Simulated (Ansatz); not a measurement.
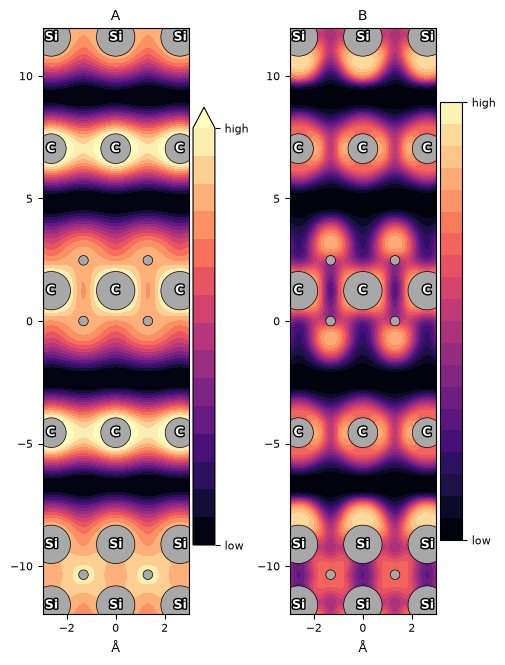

Si2C3: 2 fields on the (010) plane of the conventional cell, with unlabelled colour scales. Grey discs cover the atomic cores.

Space group P6₃/mmc; a structure generated by program, which may or may not match a known phase.

These are results of Ansatz 0.2.0, DFT PBE, scalar-relativistic, plane waves, PAW, not measurements.

Question: Which field does each panel show? The fields are: electron localisation function and valence pseudo-density.

Answer: Panel A: valence pseudo-density. Panel B: electron localisation function. From the grid: Si–Si (2.48 Å): ρ is about 0.38 e/Å³ halfway; the ELF is about 0.30 at the midpoint (no localised pair shows between them).
